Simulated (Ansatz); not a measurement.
**Meshes and cutoff for the phonons of BeH2 (model cell, started as CdI2 type)**

Aim: how dense must the meshes and how high the cutoff be for the phonons of BeH2 (model cell, started as CdI2 type)?

Method: DFT LDA, scalar-relativistic, plane waves, PAW, in Ansatz 0.2.0.

The structure was built from a prototype and need not be the compound's stable phase.

## 1. Starting point

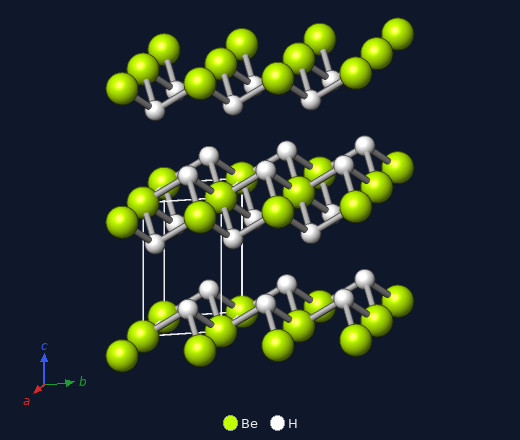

The cell as given, slightly off an axis (beryllium green, hydrogen white). 2×3×2 cells are drawn. Bonds to atoms that aren't drawn are left out. Some periodic images of atoms are drawn too.

## 2. Tight relaxation

Phonons need a cell at rest on their own settings, so the relaxation is repeated with tight tolerances on forces and stress on the k mesh and occupations of the first response run.

File input.yaml:

```yaml
crystal:
  lattice:
    - [2.2886762277, 0.0, 0.0]
    - [-1.1443381138, 1.9820517542, 0.0]
    - [0.0, 0.0, 3.9169799331]
  atoms:
    - { symbol: Be, position: [0.0, 0.0, 0.0] }
    - { symbol: H, position: [0.3333333333, 0.6666666667, 0.224529252] }
    - { symbol: H, position: [0.6666666667, 0.3333333333, 0.775470748] }
kpoints:
  mp_grid: { grid: [12, 12, 8] }
hamiltonian:
  xc: lda
scf:
  occupations: { method: fixed }
output:
  forces: true
  stress: true
  eigenvalues: true
relax:
  adjacent_minimum: "off"
  f_tol: 0.001
  max_steps: 60
  cell: { stress_tol: 0.01 }
```

Run with:

```sh
$ ansatz run input.yaml --threads 8 --pin off --max-ram 14336MiB --backend cpu --events-out ev --progress --plain --runs-dir out
```

Numbers of over 12 decimals in the logs are rounded to 6 here.

The log of the run:

```text
Engine: ansatz 0.2.0, aarch64-unknown-linux-gnu
Pseudopotentials: kind: paw
Pseudopotential: Be, paw, valence charge 2, recommended cutoff 420 eV (normal), Be.paw.azcp
Pseudopotential: H, paw, valence charge 1, recommended cutoff 420 eV (normal), H.paw.azcp
Functional definition: SPW92
  exchange = slater_x
  correlation = pw_c
Crystal: 3 atoms, lattice volume = 17.768 Å³
Basis set: ecut = 420 eV, 337 PW (Γ)
[...]
F+E_penalty+E_count = -119.42715780 eV   max|allowed force component| = 5.128e-4 eV/Å   (the final SCF, on the basis selected at the relaxed cell)
  cell:  # Å, volume = 17.7685 Å³
    - [2.288676, -2.8867509521033138e-11, 0.0]
    - [-1.144338, 1.982052, 0.0]
    - [0.0, 0.0, 3.9169799331]
  atoms:
    - { symbol: Be, position: [0.0, 0.0, 0.0] }
    - { symbol: H, position: [0.333333, 0.666667, 0.224529252] }
    - { symbol: H, position: [0.666667, 0.333333, 0.775471] }
[key lines of the parts left out:]
SCF converged after 3 iterations
Free energy (F): -119.427158 eV
Fermi energy:    1.587910 eV
P = ⅓ Tr σ = -0.0008 GPa (-0.008 kbar)
```

Elapsed: 0.62 s, on 8 threads of Arm Neoverse V1, shared host; peak memory 0.28 GiB; 3.1 s of CPU time.

Little changed from the start: no atom moved by 0.005 Å and no cell edge by 0.1 %.

Numbers from this step:

```
pressure           : -8.08e-4 GPa
gap on the k-mesh  : 3.592 eV
volume per atom    : 5.923 Å³
direct gap on mesh : 3.895 eV
```

The largest force component left is 0.51 meV/Å and the pressure is -0.001 GPa, within the tolerances set. The cell now holds 5.92 Å³/atom.

## 3. Phonons on a q mesh

Stability and thermal properties need the whole zone. Linear response on a 6×6×4 q mesh gives force constants as far as a supercell of that size would, and the tensors from the zone-centre run are typed in so that the long-range dipole term is interpolated apart.

input.yaml, the sections that differ from step 2:

```yaml
output:
  eigenvalues: true
phonons:
  method: dfpt
  qmesh: [6, 6, 4]
  temperatures: { t_max: 1000, t_step: 50 }
  qpath:
    path:
      - [[0.0, 0.0, 0.0], [0.5, 0.0, 0.0], [0.33333333, 0.33333333, 0.0], [0.0, 0.0, 0.0], [0.0, 0.0, 0.5], [0.5, 0.0, 0.5], [0.33333333, 0.33333333, 0.5], [0.0, 0.0, 0.5]]
      - [[0.5, 0.0, 0.5], [0.5, 0.0, 0.0]]
      - [[0.33333333, 0.33333333, 0.5], [0.33333333, 0.33333333, 0.0]]
    npoints: 10
  non_analytic_term:
    high_frequency_dielectric_tensor: [[6.9177, 0.0, 0.0], [0.0, 6.9177, 0.0], [0.0, 0.0, 3.8136]]
    born_effective_charges:
      - { species: Be, tensor: [[2.2202, 0.0, 0.0], [0.0, 2.2202, 0.0], [0.0, 0.0, 0.5981]] }
      - { species: H, tensor: [[-1.1101, 0.0, 0.0], [0.0, -1.1101, 0.0], [0.0, 0.0, -0.299]] }
      - { species: H, tensor: [[-1.1101, 0.0, 0.0], [0.0, -1.1101, 0.0], [0.0, 0.0, -0.299]] }
    source: "zone-centre run at this cell"
# crystal, kpoints, hamiltonian, scf: as in step 2
# relax: removed
```

The log of the run:

```text
Warning: phonons: the dynamical matrix that this run interpolates holds no multipole term above the dipole-dipole one, and a site of this crystal is no centre of inversion, so its interpolated transverse optical and acoustic branches and sound speeds can stay off near Gamma, and the density of states and the thermodynamics with them. What a run solves at a wave vector of phonons.qpoints, Gamma apart, where the deck admits one, is free of this, and under fd what a larger phonons.supercell samples
[...]
Crystal: 3 atoms, lattice volume = 17.768 Å³
Basis set: ecut = 420 eV, 337 PW (Γ), exchange–correlation on 32×32×54 points (8 copies of the dense FFT grid, shifted against one another)
Bands: 6, of which v1, the nominal top of the filled ones, is band 2 counted from 1 (1 counted from 0)
Symmetry: 12 space group operations
k-points: 131 of 1152
[...]
SCF iter   1: F=—  HF=-119.431724 eV  |F-HF|=—  |Δ(HF+E_count)|=         —  Δρ=1.14e-2  dr2=1.38e-2  ethr=1.77e-3  ⟨swp⟩=4.9  Hψ=6542  notcnv=0  defer=214
[...]
SCF iter   7: F=-119.427159 eV  HF=-119.427159 eV  |F-HF|=7.11e-14  |Δ(HF+E_count)|=  1.01e-12  Δρ=3.21e-8  dr2=1.17e-13  ethr=1.00e-12  ⟨swp⟩=5.9  Hψ=3812  notcnv=0
SCF 1 converged in 7 iterations: F = -119.427159 eV  dr2 = 1.17e-13
[...]
NSCF: frozen V_eff on 131 k-points
[...]
DFPT response loops at q = (0, 0, 0) (fractional): preconditioner auto → none (the input reference at scf.mixing.eps_inf says where Resta's filter doesn't serve); β = 0.50; Broyden in place of MSR1
[...]
WARN: phonons: 24 modes above zero would be rigid motions if what is in doubt were free, and are counted in the zero-point energy, free energy, entropy and heat capacity. With what each adds to F at 1000 K, by the weight of its row in the mesh: 13.38 cm⁻¹ (-0.000 eV; rigid weight 1.000, of which rotation 0.000), 13.38 cm⁻¹ (-0.000 eV; rigid weight 1.000, of which rotation 0.000), 26.21 cm⁻¹ (-0.000 eV; rigid weight 1.000, of which rotation 0.000), 26.21 cm⁻¹ (-0.000 eV; rigid weight 1.000, of which rotation 0.000), 31.68 cm⁻¹ (-0.000 eV; rigid weight 1.000, of which rotation 0.000), 37.96 cm⁻¹ (-0.000 eV; [rest of the remark cut]
SCF converged after 7 iterations
Free energy (F): -119.427159 eV
[...]
Internal energy: -119.427159 eV  (E = F + TS)
E sigma→0 (E₀):  -119.427159 eV
Fermi energy:    1.587910 eV
[...]
--- Band table (eV; the first three rows and the last of 131) ---
[...]
--- Phonons (Γ-DFPT): 4 representative perturbations + reference (Σ response iterations 14) ---
  ASR residual: 1.515e-5 → 0.000e0 eV/Å²; symmetrization residual: 7.557e-8 eV/Å²
  ASR residual per site (eV/Å²): 2.74e-6 1.52e-5 1.52e-5
  Γ frequencies (cm⁻¹): 0.00 0.00 0.00 765.15 765.15 1306.66 1306.66 1311.06 1382.70
--- Phonons (arbitrary-q DFPT): 24 irreducible q on the 6×6×4 mesh ---
  q = [0.0000, 0.0000, 0.0000] (star 1, of the zone-centre solve; hermiticity 1.45e-8, symmetrization 7.81e-12): 0.00 0.00 0.00 765.15 765.15 1306.66 1306.66 1311.06 1382.70
  q = [0.0000, 0.0000, 0.2500] (star 2, 4 solved perturbations in 1744 linear systems a pass and spin channel, the states on 624 of 1152 k-point pairs; hermiticity 6.67e-9, symmetrization 4.52e-11): 48.19 48.19 112.50 777.05 777.05 1303.33 1303.33 1372.71 1380.31
[...]
q = [0.0000, 0.1667, 0.0000] (star 6, 6 solved perturbations on 624 of 1152 k-point pairs; hermiticity 7.55e-9, symmetrization 1.74e-11): 123.27 203.94 363.76 884.02 1166.82 1262.03 1318.05 1354.69 1371.53
[...]
sum rule: each row above includes the acoustic sum rule's correction from the zone centre's row sums; it moved no ω² by more than (2.02 cm⁻¹)²
  mesh force constants: q→R imaginary residual 5.58e-19; ASR residual 1.515e-5 → 0.000e0 eV/Å²; symmetrization residual 7.105e-15 eV/Å²
  interpolated dispersion: 94 rows × 9 modes
  density of states and harmonic sums: on the 36×36×16 q-mesh, interpolated from the force constants of a 6×6×4 supercell (with the dipole–dipole term of supplied tensors)
  largest difference from the sums on the solved wave vectors: F 1.66e-3 eV, S 3.57e-6 and C_V 1.67e-6 eV/K
  zero-point energy: 0.530944 eV/cell   skipped modes (ω ≤ 0): 3   rigid motions above zero, counted: 24   left out of the sums: 1.61e-5 of the cell's modes: C_V's classical limit lies that fraction below 3 k_B per atom; for a crystal, a wire or a layer, F and S can be off by more, and a phonons.interpolated_qmesh denser along its periods is the remedy for the sampling
```

Elapsed: 77 s, on 8 threads; peak memory 0.56 GiB.

Reading the cycles: dr2 is the Hartree energy of the density residual (eV), the measure of convergence; HF is the Harris–Foulkes estimate of the energy, which meets the free energy F at convergence.

This step gave:

```yaml
sum_rule_residual_before_enforcement: 1.52e-5 eV/Å²
lowest_frequency_on_the_path: 0 cm⁻¹
point_group: -3m
highest_frequency_on_the_path_or_at_a_solved_wavevector: 1453 cm⁻¹
mean_frequency: 951.6 cm⁻¹
debye_temperature_second_moment: 1932 K
logarithmic_mean_frequency: 812.5 cm⁻¹
highest_optical_mode_at_the_zone_centre_no_lo_to_term: 1383 cm⁻¹
lowest_optical_zone_centre_mode: 765.1 cm⁻¹
lowest_mode_on_the_q_mesh_acoustic_modes_at_gamma_apart: 48.19 cm⁻¹
zero_point_energy_per_atom: 177.0 meV
heat_capacity_at_300_k: 7.863 J/(mol atoms K)
vibrational_entropy_at_300_k: 5.419 J/(mol atoms K)
edges_of_the_widest_gap_between_branches_on_path_and_mesh: 706.4, 765.1 cm⁻¹
```

Frequencies (cm⁻¹) solved at each irreducible wavevector; negative means imaginary. Frequencies by wavevector, by row:

```tsv
q in reciprocal lattice units	star	mode 1	mode 2	mode 3	mode 4	mode 5	mode 6	mode 7	mode 8	mode 9
0 0 0	1	0	0	0	765.1	765.1	1307	1307	1311	1383
0 0 0.25	2	48.2	48.2	112.5	777	777	1303	1303	1373	1380
0 0 -0.5	1	67.7	67.7	155.5	788.3	788.3	1300	1300	1375	1378
0 0.1667 0	6	123.3	203.9	363.8	884	1167	1262	1318	1355	1372
0 0.1667 0.25	6	158.7	208.9	351.6	873.8	1169	1259	1273	1342	1368
0 0.1667 -0.5	6	188.2	206.9	345.2	885.2	1169	1231	1255	1350	1368
0 0.1667 -0.25	6	162.1	201.8	355.4	894.9	1164	1258	1279	1352	1371
0 0.3333 0	6	272.7	301.8	617.3	1031	1101	1198	1274	1349	1403
0 0.3333 0.25	6	287.6	302.9	607.2	1026	1093	1195	1282	1350	1399
0 0.3333 -0.5	6	298	299	605.9	1030	1105	1188	1274	1360	1394
0 0.3333 -0.25	6	284.6	297.9	615	1036	1114	1191	1266	1358	1398
0 -0.5 0	3	318.3	352	706.4	1063	1139	1190	1214	1356	1422
0 -0.5 0.25	6	323.9	349.9	702.3	1066	1150	1184	1210	1361	1422
0 -0.5 -0.5	3	328.9	347.8	698.3	1069	1162	1177	1204	1366	1422
0.1667 0.1667 0	6	228.8	346.2	551.4	992.2	1075	1242	1308	1333	1392
0.1667 0.1667 0.25	12	243.8	352.4	540	992.1	1073	1236	1316	1336	1384
0.1667 0.1667 -0.5	6	256.1	360.1	530.1	990.9	1072	1230	1329	1330	1377
0.1667 0.3333 0	12	308.8	454.2	663.2	1081	1106	1200	1272	1334	1431
0.1667 0.3333 0.25	12	314.7	456.8	657.6	1079	1110	1194	1282	1338	1430
0.1667 0.3333 -0.5	12	319.4	457.8	655.2	1081	1112	1191	1285	1346	1429
0.1667 0.3333 -0.25	12	314.1	455.1	660.5	1083	1109	1196	1275	1342	1429
0.3333 0.3333 0	2	329.6	596.6	596.6	1140	1140	1144	1301	1301	1453
0.3333 0.3333 0.25	4	332.2	596.3	596.3	1139	1139	1144	1310	1310	1452
0.3333 0.3333 -0.5	2	334.6	595.9	595.9	1138	1138	1144	1318	1318	1451
```

Interpolated from a 6×6×4 q mesh, with the LO-TO term (at Γ the limit along the path; where Γ stands inside the path, tables give the limit on arrival). The phonon branches at the labelled points (cm⁻¹):

```tsv
point	branch 1	branch 2	branch 3	branch 4	branch 5	branch 6	branch 7	branch 8	branch 9
Γ	0	0	0	765	1307	1307	1311	1335	1383
M	318	352	706	1063	1139	1190	1214	1356	1422
K	330	597	597	1140	1140	1144	1301	1301	1453
Γ	0	0	0	765	1307	1307	1311	1335	1383
A	68	68	156	788	788	1300	1300	1375	1378
L	329	348	698	1069	1162	1177	1204	1366	1422
H	335	596	596	1138	1138	1144	1318	1318	1451
A	68	68	156	788	788	1300	1300	1375	1378
jump to L	329	348	698	1069	1162	1177	1204	1366	1422
M	318	352	706	1063	1139	1190	1214	1356	1422
jump to H	335	596	596	1138	1138	1144	1318	1318	1451
K	330	597	597	1140	1140	1144	1301	1301	1453
```

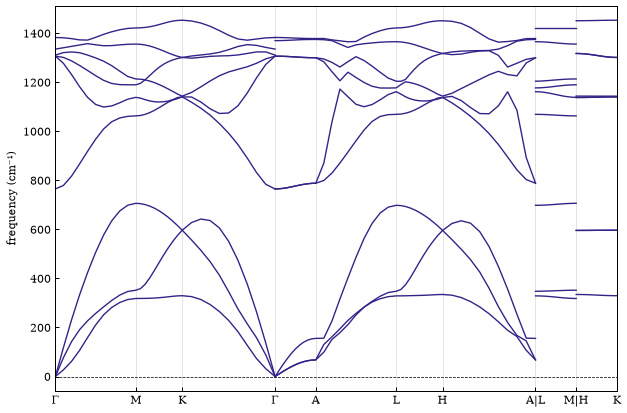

Phonon branches along the path.

Symmetry leaves 24 wavevectors to solve. The lowest mode among them, the acoustic zeros apart, lies at q = (0, 0, 0.25) and is real, 48.2 cm⁻¹.

## 4. Another q mesh, q mesh 2×2×1

The q mesh is changed to 2×2×1, to see how far the force constants must reach.

Edit input.yaml of step 3 so:

```diff
@@ -19,3 +19,3 @@
   method: dfpt
-  qmesh: [6, 6, 4]
+  qmesh: [2, 2, 1]
   temperatures: { t_max: 1000, t_step: 50 }
```

The log of the run:

```text
[...]
Crystal: 3 atoms, lattice volume = 17.768 Å³
Basis set: ecut = 420 eV, 337 PW (Γ), exchange–correlation on 32×32×54 points (8 copies of the dense FFT grid, shifted against one another)
Bands: 6, of which v1, the nominal top of the filled ones, is band 2 counted from 1 (1 counted from 0)
Symmetry: 12 space group operations
k-points: 131 of 1152
[...]
SCF iter   1: F=—  HF=-119.431724 eV  |F-HF|=—  |Δ(HF+E_count)|=         —  Δρ=1.14e-2  dr2=1.38e-2  ethr=1.77e-3  ⟨swp⟩=4.9  Hψ=6542  notcnv=0  defer=214
[...]
SCF iter   7: F=-119.427159 eV  HF=-119.427159 eV  |F-HF|=7.11e-14  |Δ(HF+E_count)|=  1.01e-12  Δρ=3.21e-8  dr2=1.17e-13  ethr=1.00e-12  ⟨swp⟩=5.9  Hψ=3812  notcnv=0
SCF 1 converged in 7 iterations: F = -119.427159 eV  dr2 = 1.17e-13
[...]
SCF converged after 7 iterations
Free energy (F): -119.427159 eV
[...]
Internal energy: -119.427159 eV  (E = F + TS)
E sigma→0 (E₀):  -119.427159 eV
Fermi energy:    1.587910 eV
[...]
--- Band table (eV; the first three rows and the last of 131) ---
[...]
ASR residual: 1.515e-5 → 0.000e0 eV/Å²; symmetrization residual: 7.557e-8 eV/Å²
  ASR residual per site (eV/Å²): 2.74e-6 1.52e-5 1.52e-5
  Γ frequencies (cm⁻¹): 0.00 0.00 0.00 765.15 765.15 1306.66 1306.66 1311.06 1382.70
--- Phonons (arbitrary-q DFPT): 2 irreducible q on the 2×2×1 mesh ---
[...]
interpolated dispersion: 94 rows × 9 modes
[...]
zero-point energy: 0.531174 eV/cell   skipped modes (ω ≤ 0): 11, of them read as no rigid motion or as one in doubt: 8 (9.155e-4 modes/cell left out, lowest -7.26 cm⁻¹)   rigid motions above zero, counted: 16   left out of the sums: 1.22e-4 of the cell's modes: C_V's classical limit lies that fraction below 3 k_B per atom; for a crystal, a wire or a layer, F and S can be off by more, and a phonons.interpolated_qmesh denser along its periods is the remedy for the sampling
```

The job ended after 3.5 s (8 threads; peak memory 0.38 GiB; 20 s of CPU time).

This step gave:

```yaml
lowest_mode_on_the_q_mesh_acoustic_modes_at_gamma_apart: 318.3 cm⁻¹
highest_frequency_at_a_solved_wavevector_no_lo_to_term_at_gamma: 1422 cm⁻¹
```

Frequencies (cm⁻¹) solved at each irreducible wavevector; negative means imaginary. Frequencies by wavevector, by row:

```tsv
q in reciprocal lattice units	star	mode 1	mode 2	mode 3	mode 4	mode 5	mode 6	mode 7	mode 8	mode 9
0 0 0	1	0	0	0	765.1	765.1	1307	1307	1311	1383
0 -0.5 0	3	318.3	352	706.4	1063	1139	1190	1214	1356	1422
```

## 5. Another q mesh, q mesh 3×3×2

The q mesh is changed to 3×3×2, to see how far the force constants must reach.

Edit input.yaml of step 4 so:

```diff
@@ -19,3 +19,3 @@
   method: dfpt
-  qmesh: [2, 2, 1]
+  qmesh: [3, 3, 2]
   temperatures: { t_max: 1000, t_step: 50 }
```

The log of the run:

```text
[...]
Crystal: 3 atoms, lattice volume = 17.768 Å³
Basis set: ecut = 420 eV, 337 PW (Γ), exchange–correlation on 32×32×54 points (8 copies of the dense FFT grid, shifted against one another)
Bands: 6, of which v1, the nominal top of the filled ones, is band 2 counted from 1 (1 counted from 0)
Symmetry: 12 space group operations
k-points: 131 of 1152
[...]
Fermi energy:    1.587910 eV
[...]
--- Band table (eV; the first three rows and the last of 131) ---
[...]
ASR residual: 1.515e-5 → 0.000e0 eV/Å²; symmetrization residual: 7.557e-8 eV/Å²
  ASR residual per site (eV/Å²): 2.74e-6 1.52e-5 1.52e-5
  Γ frequencies (cm⁻¹): 0.00 0.00 0.00 765.15 765.15 1306.66 1306.66 1311.06 1382.70
--- Phonons (arbitrary-q DFPT): 6 irreducible q on the 3×3×2 mesh ---
[...]
interpolated dispersion: 94 rows × 9 modes
[...]
[key lines of the parts left out:]
SCF converged after 7 iterations
Free energy (F): -119.427159 eV
```

It took 12 s on 8 threads; peak memory 0.42 GiB.

This step gave:

```yaml
mean_frequency: 950.4 cm⁻¹
debye_temperature_second_moment: 1931 K
logarithmic_mean_frequency: 809.2 cm⁻¹
lowest_mode_on_the_q_mesh_acoustic_modes_at_gamma_apart: 67.74 cm⁻¹
zero_point_energy_per_atom: 176.8 meV
heat_capacity_at_300_k: 7.885 J/(mol atoms K)
vibrational_entropy_at_300_k: 5.504 J/(mol atoms K)
edges_of_the_widest_gap_between_branches_on_path_and_mesh: 704, 765.1 cm⁻¹
```

The mean frequency is 950.4 cm⁻¹, -1.2 cm⁻¹ against the base run.

(Continued in part 2 of 3.)

[Logs are printed without paths, hosts, clocks, repeated set-up lines and the standing remarks that a program may print on its own settings, such as how far it seeks lower states.]

[Hosts, paths, dates, database ids (printed as entryN), source tags and the programs' standing remarks are cut or masked in the printed files.]
